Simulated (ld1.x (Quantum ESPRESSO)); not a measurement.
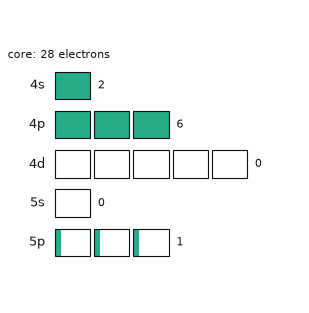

*The valence shells of the reference configuration: a box for each of the 2l + 1 orbitals, shaded by the share of the shell that is filled, with the electron count at the right.*

**Rb: pseudopotential generation (part 1 of 2)**

Rubidium (Rb, Z = 37), core [Ar] 3d10, reference valence 4s2 4p6 4d0 5s0 5p1, valence charge 9. Computed at this level: TM potential, PBEsol, scalar-relativistic, made with ld1.x (Quantum ESPRESSO) 7.5.

Results in brief:

- outcome: generated, with a ghost state
- cutoffs needed: 40 Ry and 50 Ry (the cutoffs, on a coarse ladder, from which the occupation-weighted sum of valence levels, in a spherical-Bessel basis at the reference potential, stays within 10 and 1 mRy of its value at 400 Ry); ghost states and empty shells don't enter this sum
- ghost test: ghost state below the valence levels: d at -58.5 eV (spherical-Bessel basis up to 400 Ry, 20 bohr box)
- largest excitation error: -231 meV (all-electron minus pseudo) for 4s2 4p6 4d0 5s0 5p0, out of 7 test configurations
- range over which the phases arctan(r u′/u) at the test radius agree within 0.05 rad (a looser test near the poles than one of phase shifts): s: up to about -0.3 Ry; p: up to about 0.1 Ry; d: up to about 0.7 Ry
- hardware: 1 CPU thread, shared host
- wall time: 5 s

Remarks:

The potential has a bound ghost state, so it can't be used as it stands.

The input:
```
 &input
   title='Rb', zed=37., rel=1, dft='PBESOL', iswitch=3,
   config='[Kr] 4d0 5s0 5p1',
   nld=3, rlderiv=4.55, eminld=-4.0, emaxld=5.0, deld=0.02
 /
 &inputp
   pseudotype=2, tm=.true., lloc=1,
   nlcc=.true., rcore=1.10,
   file_pseudopw='Rb.UPF', file_wfcaegen='ae.wfc', file_wfcncgen='nc.wfc', file_beta='beta', file_chi='chi'
 /
3
4S  1  0   2.00   0.00  1.80  1.80  0.0
4D  3  2   0.00   0.00  4.20  4.20  0.0
4P  2  1   6.00   0.00  2.30  2.30  0.0
 &test
   configts(1)='4s2 4p6 4d0 5s0 5p1'
 /
```

Input of the test run:
```
 &input
   title='Rb', zed=37., rel=1, dft='PBESOL', iswitch=2,
   config='[Kr] 4d0 5s0 5p1'
 /
 &test
   file_pseudo='Rb.UPF', nconf=8,
   configts(1)='4s2 4p6 4d0 5s0 5p1',
   configts(2)='4s2 4p6 4d0 5s1 5p0',
   configts(3)='4s2 4p6 4d0 5s0 5p0',
   configts(4)='4s2 4p6 4d0 5s0.5 5p0',
   configts(5)='4s2 4p6 4d0.5 5s0.5 5p0',
   configts(6)='4s2 4p5 4d0 5s1 5p0',
   configts(7)='4s2 4p6 4d1 5s0 5p0',
   configts(8)='4s1 4p6 4d0 5s1 5p0'
 /
```

Command:
```bash
ld1.x < Rb.in > Rb.out
```

Output:
```
     Program LD1 v.7.5
     --------------------------- All-electron run ----------------------------

     Rb
     scalar relativistic calculation

     atomic number is 37.00
     dft =PBESOL   lsd =0 sic =0 latt =0  beta=0.20 tr2=1.0E-14
     Exchange-correlation= PBESOL
                           (   1   4  10   8   0   0   0)
     mesh =1219 r(mesh) = 100.89517 a.u. xmin = -7.00 dx = 0.01250
     1 Ry =  13.60569312 eV, c = 137.03599908

     n l     nl                  e(Ry)          e(Ha)          e(eV)
     1 0     1S 1( 2.00)     -1104.2843      -552.1422    -15024.5537
     2 0     2S 1( 2.00)      -147.6136       -73.8068     -2008.3856
     2 1     2P 1( 6.00)      -130.9016       -65.4508     -1781.0065
     3 0     3S 1( 2.00)       -21.9783       -10.9892      -299.0305
     3 1     3P 1( 6.00)       -16.6202        -8.3101      -226.1290
     4 0     4S 1( 2.00)        -2.4528        -1.2264       -33.3726
     4 1     4P 1( 6.00)        -1.2799        -0.6399       -17.4137
     3 2     3D 1(10.00)        -7.7515        -3.8758      -105.4651
     4 2     4D 1( 0.00)        -0.0437        -0.0218        -0.5946
     5 0     5S 1( 0.00)        -0.2092        -0.1046        -2.8463
     5 1     5P 1( 1.00)        -0.0975        -0.0487        -1.3262

     final scf error:  7.9E-15 reached in  34 iterations

     Etot =   -5958.579114 Ry,   -2979.289557 Ha,  -81070.598869 eV

     Ekin =    6102.034905 Ry,    3051.017453 Ha,   83022.414345 eV
     Encl =  -14360.368865 Ry,   -7180.184433 Ha, -195382.771914 eV
     Eh   =    2497.259190 Ry,    1248.629595 Ha,   33976.942194 eV
     Exc  =    -197.504344 Ry,     -98.752172 Ha,   -2687.183493 eV

     normalization and overlap integrals

     s(1S/1S) =  1.000000  <r> =   0.0403  <r2> =    0.0022  r(max) =   0.0264
     s(2S/2S) =  1.000000  <r> =   0.1779  <r2> =    0.0373  r(max) =   0.1498
     s(2P/2P) =  1.000000  <r> =   0.1552  <r2> =    0.0294  r(max) =   0.1196
     s(3S/3S) =  1.000000  <r> =   0.5110  <r2> =    0.2999  r(max) =   0.4500
     s(3P/3P) =  1.000000  <r> =   0.5191  <r2> =    0.3150  r(max) =   0.4444
     s(4S/4S) =  1.000000  <r> =   1.4538  <r2> =    2.4108  r(max) =   1.2543
     s(4P/4P) =  1.000000  <r> =   1.7172  <r2> =    3.4193  r(max) =   1.4213
     s(3D/3D) =  1.000000  <r> =   0.5255  <r2> =    0.3385  r(max) =   0.3922
     s(4D/4D) =  1.000000  <r> =   6.9614  <r2> =   61.3047  r(max) =   6.2126
     s(5S/5S) =  1.000000  <r> =   5.1961  <r2> =   31.1109  r(max) =   4.2699
     s(5P/5P) =  1.000000  <r> =   7.2948  <r2> =   60.4275  r(max) =   6.3699

     ------------------------ End of All-electron run ------------------------

     --------------------- Generating NC pseudopotential ---------------------

      Generating local pot.: lloc=1, matching radius rcloc =   2.3000

      Computing core charge for nlcc:

       r > 1.11 : true rho core
       r < 1.11 : rho core = a sin(br)/r    a=   5.00  b=   2.49

      Integrated core pseudo-charge :   3.73

      Wfc   4S  rcut= 1.802  Using Troullier-Martins method

      Wfc   4D  rcut= 4.217  Using Troullier-Martins method

     ------------------- End of pseudopotential generation -------------------

     --------------------------- All-electron run ----------------------------

     Rb
     scalar relativistic calculation

     atomic number is 37.00
     dft =PBESOL   lsd =0 sic =0 latt =0  beta=0.20 tr2=1.0E-14
     Exchange-correlation= PBESOL
                           (   1   4  10   8   0   0   0)
     mesh =1219 r(mesh) = 100.89517 a.u. xmin = -7.00 dx = 0.01250
     1 Ry =  13.60569312 eV, c = 137.03599908

     n l     nl                  e(Ry)          e(Ha)          e(eV)
     1 0     1S 1( 2.00)     -1104.2843      -552.1422    -15024.5537
     2 0     2S 1( 2.00)      -147.6136       -73.8068     -2008.3856
     2 1     2P 1( 6.00)      -130.9016       -65.4508     -1781.0065
     3 0     3S 1( 2.00)       -21.9783       -10.9892      -299.0305
     3 1     3P 1( 6.00)       -16.6202        -8.3101      -226.1290
     4 0     4S 1( 2.00)        -2.4528        -1.2264       -33.3726
     4 1     4P 1( 6.00)        -1.2799        -0.6399       -17.4137
     3 2     3D 1(10.00)        -7.7515        -3.8758      -105.4651
     4 2     4D 1( 0.00)        -0.0437        -0.0218        -0.5946
     5 0     5S 1( 0.00)        -0.2092        -0.1046        -2.8463
     5 1     5P 1( 1.00)        -0.0975        -0.0487        -1.3262

     final scf error:  7.9E-15 reached in  34 iterations

     Etot =   -5958.579114 Ry,   -2979.289557 Ha,  -81070.598869 eV

     Ekin =    6102.034905 Ry,    3051.017453 Ha,   83022.414345 eV
     Encl =  -14360.368865 Ry,   -7180.184433 Ha, -195382.771914 eV
     Eh   =    2497.259190 Ry,    1248.629595 Ha,   33976.942194 eV
     Exc  =    -197.504344 Ry,     -98.752172 Ha,   -2687.183493 eV

     normalization and overlap integrals

     s(1S/1S) =  1.000000  <r> =   0.0403  <r2> =    0.0022  r(max) =   0.0264
     s(2S/2S) =  1.000000  <r> =   0.1779  <r2> =    0.0373  r(max) =   0.1498
     s(2P/2P) =  1.000000  <r> =   0.1552  <r2> =    0.0294  r(max) =   0.1196
     s(3S/3S) =  1.000000  <r> =   0.5110  <r2> =    0.2999  r(max) =   0.4500
     s(3P/3P) =  1.000000  <r> =   0.5191  <r2> =    0.3150  r(max) =   0.4444
     s(4S/4S) =  1.000000  <r> =   1.4538  <r2> =    2.4108  r(max) =   1.2543
     s(4P/4P) =  1.000000  <r> =   1.7172  <r2> =    3.4193  r(max) =   1.4213
     s(3D/3D) =  1.000000  <r> =   0.5255  <r2> =    0.3385  r(max) =   0.3922
     s(4D/4D) =  1.000000  <r> =   6.9614  <r2> =   61.3047  r(max) =   6.2126
     s(5S/5S) =  1.000000  <r> =   5.1961  <r2> =   31.1109  r(max) =   4.2699
     s(5P/5P) =  1.000000  <r> =   7.2948  <r2> =   60.4275  r(max) =   6.3699

     ------------------------ End of All-electron run ------------------------

     Computing logarithmic derivative in   4.57383
     Computing logarithmic derivative in   4.57383
     Computing the partial wave expansion
     R is outside the sphere for l=    0 j= 0.00
       no projector for channel:   1
     R is outside the sphere for l=    2 j= 0.00

     ---------------------- Testing the pseudopotential ----------------------

     Rb
     scalar relativistic calculation

     atomic number is 37.00   valence charge is  9.00
     dft =PBESOL   lsd =0 sic =0 latt =0  beta=0.20 tr2=1.0E-14
     mesh =1219 r(mesh) = 100.89517 xmin = -7.00 dx = 0.01250

     n l     nl             e AE (Ry)        e PS (Ry)    De AE-PS (Ry)
     1 0     4S   1( 2.00)       -2.45284       -2.45285        0.00001
     2 1     4P   1( 6.00)       -1.27989       -1.27989        0.00000
     3 2     4D   1( 0.00)       -0.04370       -0.04370        0.00000
     2 0     5S   1( 0.00)       -0.20920       -0.21220        0.00300
     3 1     5P   1( 1.00)       -0.09748       -0.09815        0.00067

     eps = 9.5E-15  iter = 22

     Etot =   -5958.579114 Ry,   -2979.289557 Ha,  -81070.598869 eV
     Etotps =   -52.184816 Ry,     -26.092408 Ha,    -710.010590 eV

     Ekin =      14.052734 Ry,       7.026367 Ha,     191.197185 eV
     Encl =     -92.727664 Ry,     -46.363832 Ha,   -1261.624138 eV
     Ehrt =      37.766360 Ry,      18.883180 Ha,     513.837498 eV
     Ecxc =     -11.845232 Ry,      -5.922616 Ha,    -161.162593 eV
     (Ecc =      -3.506835 Ry,      -1.753417 Ha,     -47.712914 eV)
     Epseu=       0.568987 Ry,       0.284493 Ha,       7.741458 eV

     ---------------------- End of pseudopotential test ----------------------
```

Output of the test run (extracts):
```
     ---------------------- Testing the pseudopotential ----------------------

     Rb
     scalar relativistic calculation

     atomic number is 37.00   valence charge is  9.00
     dft =PBESOL   lsd =0 sic =0 latt =0  beta=0.20 tr2=1.0E-14
     mesh =1219 r(mesh) = 100.89517 xmin = -7.00 dx = 0.01250

     n l     nl             e AE (Ry)        e PS (Ry)    De AE-PS (Ry)
     1 0     4S   1( 2.00)       -2.45284       -2.45285        0.00001
     2 1     4P   1( 6.00)       -1.27989       -1.27989        0.00000
     3 2     4D   1( 0.00)       -0.04370       -0.04370        0.00000
     2 0     5S   1( 0.00)       -0.20920       -0.21220        0.00300
     3 1     5P   1( 1.00)       -0.09748       -0.09815        0.00067

     eps = 3.8E-15  iter = 21

     Etot =   -5958.579114 Ry,   -2979.289557 Ha,  -81070.598870 eV
     Etotps =   -52.184816 Ry,     -26.092408 Ha,    -710.010594 eV

     Ekin =      14.052734 Ry,       7.026367 Ha,     191.197181 eV
     Encl =     -92.727664 Ry,     -46.363832 Ha,   -1261.624139 eV
     Ehrt =      37.766360 Ry,      18.883180 Ha,     513.837499 eV
     Ecxc =     -11.845232 Ry,      -5.922616 Ha,    -161.162593 eV
     (Ecc =      -3.506835 Ry,      -1.753417 Ha,     -47.712914 eV)
     Epseu=       0.568987 Ry,       0.284493 Ha,       7.741458 eV

     ---------------------- End of pseudopotential test ----------------------

     ---------------------- Testing the pseudopotential ----------------------

     Rb
     scalar relativistic calculation

     atomic number is 37.00   valence charge is  9.00
     dft =PBESOL   lsd =0 sic =0 latt =0  beta=0.20 tr2=1.0E-14
     mesh =1219 r(mesh) = 100.89517 xmin = -7.00 dx = 0.01250

     n l     nl             e AE (Ry)        e PS (Ry)    De AE-PS (Ry)
     1 0     4S   1( 2.00)       -2.34501       -2.35223        0.00721  !
     2 1     4P   1( 6.00)       -1.17438       -1.18152        0.00714  !
     3 2     4D   1( 0.00)        0.00000        0.00000        0.00000
     2 0     5S   1( 1.00)       -0.16333       -0.16913        0.00581  !
     3 1     5P   1( 0.00)       -0.05418       -0.01625       -0.03793  !

     eps = 8.0E-15  iter = 22

     Etot =   -5958.688803 Ry,   -2979.344401 Ha,  -81072.091263 eV
     Etotps =   -52.292901 Ry,     -26.146451 Ha,    -711.481169 eV
     dEtot_ae =      -0.109689 Ry
     dEtot_ps =      -0.108085 Ry,   Delta E=      -0.001604 Ry

     Ekin =      14.020248 Ry,       7.010124 Ha,     190.755189 eV
     Encl =     -93.626658 Ry,     -46.813329 Ha,   -1273.855583 eV
     Ehrt =      38.614784 Ry,      19.307392 Ha,     525.380903 eV
     Ecxc =     -11.898049 Ry,      -5.949024 Ha,    -161.881202 eV
     (Ecc =      -3.506835 Ry,      -1.753417 Ha,     -47.712914 eV)
     Epseu=       0.596774 Ry,       0.298387 Ha,       8.119524 eV

     ---------------------- End of pseudopotential test ----------------------

     ---------------------- Testing the pseudopotential ----------------------

     Rb
     scalar relativistic calculation

     atomic number is 37.00   valence charge is  9.00
     dft =PBESOL   lsd =0 sic =0 latt =0  beta=0.20 tr2=1.0E-14
     mesh =1219 r(mesh) = 100.89517 xmin = -7.00 dx = 0.01250

     n l     nl             e AE (Ry)        e PS (Ry)    De AE-PS (Ry)
     1 0     4S   1( 2.00)       -2.76499       -2.76784        0.00285
     2 1     4P   1( 6.00)       -1.59061       -1.59346        0.00285
     3 2     4D   1( 0.00)       -0.26865       -0.29280        0.02415  !
     2 0     5S   1( 0.00)       -0.43469       -0.46719        0.03251  !
     3 1     5P   1( 0.00)       -0.25811       -0.14364       -0.11448  !

     eps = 5.6E-15  iter = 18

     Etot =   -5958.389741 Ry,   -2979.194870 Ha,  -81068.022321 eV
     Etotps =   -51.978461 Ry,     -25.989230 Ha,    -707.202985 eV
     dEtot_ae =       0.189373 Ry
     dEtot_ps =       0.206355 Ry,   Delta E=      -0.016983 Ry

     Ekin =      13.899327 Ry,       6.949664 Ha,     189.109978 eV
     Encl =     -89.916938 Ry,     -44.958469 Ha,   -1223.382268 eV
     Ehrt =      35.123747 Ry,      17.561873 Ha,     477.882919 eV
     Ecxc =     -11.654547 Ry,      -5.827273 Ha,    -158.568186 eV
     (Ecc =      -3.506835 Ry,      -1.753417 Ha,     -47.712914 eV)
     Epseu=       0.569951 Ry,       0.284975 Ha,       7.754572 eV

     ---------------------- End of pseudopotential test ----------------------
```

(Continued in part 2.)
